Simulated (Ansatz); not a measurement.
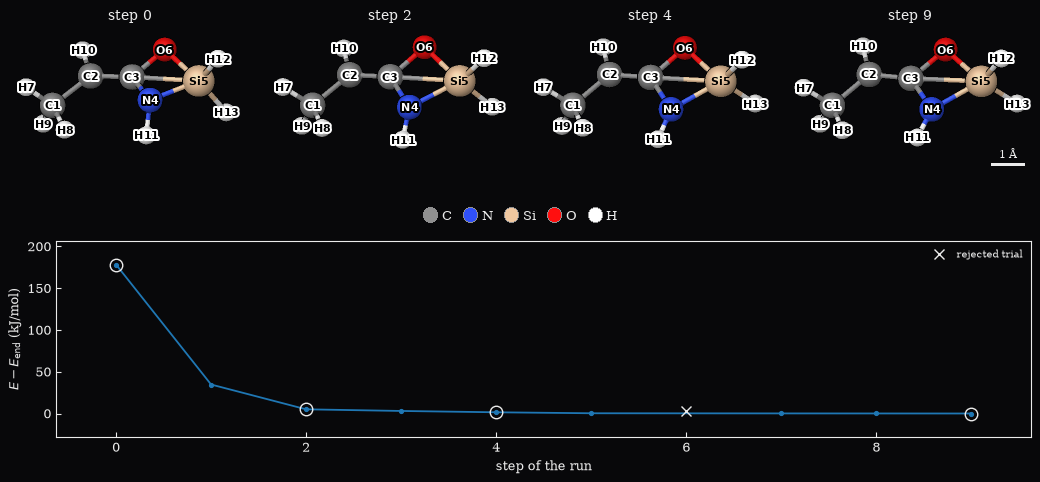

Frames of a relaxation of C3H7NOSi (coarse preliminary run), marked on the history of the run. A ball-and-stick model, seen at a tilt.

The start comes from a force field.

Theory: RKS PBE-D4/def2-SVP in Ansatz. Settings: force threshold 0.03 eV/Å; at most 200 steps.

What happens along the run?

Answer. The energy falls by 178.3 kJ/mol in 8 accepted moves (9 points after the start). The largest force component goes from 8 to 0.013 eV/Å. The line search rejected the trial step at point 6 of the run. The atom that moves furthest after the best rigid fit is H11 (0.46 Å). Largest moves by element: H 0.46 Å, N 0.32 Å, O 0.11 Å, Si 0.09 Å, C 0.09 Å. Some distances before and after: C3–N4 1.276 → 1.414 Å, N4–Si5 1.624 → 1.747 Å, C3–Si5 2.113 → 2.230 Å, C3–O6 1.323 → 1.403 Å. Among the angles between lasting bonds that change: Si5–N4–H11 114.5° → 145.1°, H12–Si5–H13 121.4° → 109.4°, C3–N4–H11 112.8° → 124.7°. Cost: 17 s on 4 threads of Arm Neoverse V1 (shared host). From step 0 to 2: H13 moves most (0.26 Å), energy −173.3 kJ/mol. From step 2 to 4: H11 moves most (0.27 Å), energy −3.55 kJ/mol. From step 4 to 9: H8 moves most (0.11 Å), energy −1.46 kJ/mol.

```csv
step,"E − E(0), kJ/mol","largest force component, eV/Å",note
0,0.00,7.9672,
1,-143.57,3.3180,
2,-173.27,0.5031,
3,-175.24,0.2135,
4,-176.82,0.5772,
5,-177.99,0.1789,
6,-175.76,0.2711,rejected
7,-178.17,0.1141,
8,-178.23,0.0567,
9,-178.28,0.0126,
```
